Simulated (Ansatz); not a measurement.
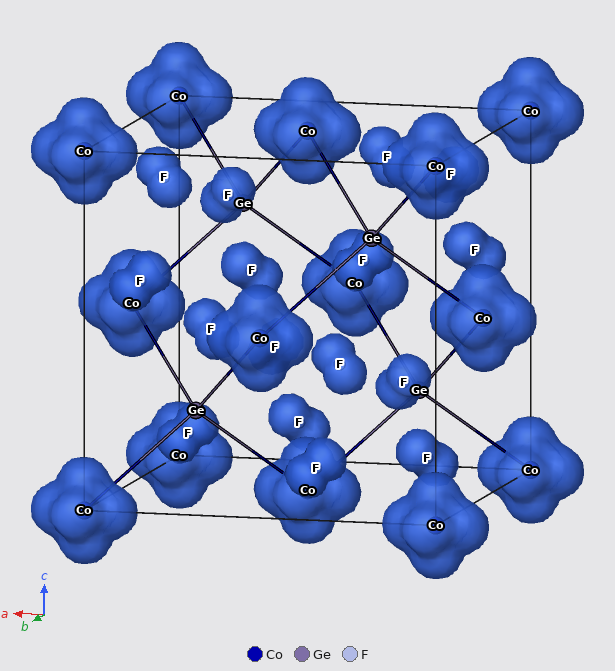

Figure 1: CoGeF4. Isosurface of the magnetisation density (up minus down) at +0.15 e/Å³ (blue), seen at an oblique angle. Sticks mark near contacts.

Space group F-43m; started from the MgInCu4_216 prototype, which need not be the ambient phase; spin-polarised.

Method: DFT PBE, scalar-relativistic, plane waves, PAW (Ansatz).

In a PAW calculation such maps are meaningful between the atoms, not at the nuclei.

```
Co Ge F
1.0
     6.51364    0.00000    0.00000
     0.00000    0.00000   -6.51364
     0.00000    6.51364    0.00000
Co Ge F
4 4 16
Direct
  0.50000 0.50000 0.00000
  0.00000 0.50000 0.50000
  0.00000 0.00000 0.00000
  0.50000 0.00000 0.50000
  0.75000 0.75000 0.25000
  0.25000 0.75000 0.75000
  0.25000 0.25000 0.25000
  0.75000 0.25000 0.75000
  0.12538 0.87462 0.37462
  0.62538 0.87462 0.87462
  0.62538 0.37462 0.37462
  0.12538 0.37462 0.87462
  0.12538 0.62538 0.12538
  0.62538 0.62538 0.62538
  0.62538 0.12538 0.12538
  0.12538 0.12538 0.62538
  0.37462 0.62538 0.37462
  0.87462 0.62538 0.87462
  0.87462 0.12538 0.37462
  0.37462 0.12538 0.87462
  0.37462 0.87462 0.12538
  0.87462 0.87462 0.62538
  0.87462 0.37462 0.12538
  0.37462 0.37462 0.62538
```

### Where is the spin, and how is it ordered?

The spin density sits on Co: +2.2 μB (×4) in one cell of 24 atoms, with smaller moments on other sites: Ge (up to −0.07 μB) and F (up to +0.24 μB): parallel main moments (a ferromagnetic arrangement) in this solution. The cell of the calculation (6 atoms) carries 3.0 μB of net spin moment.
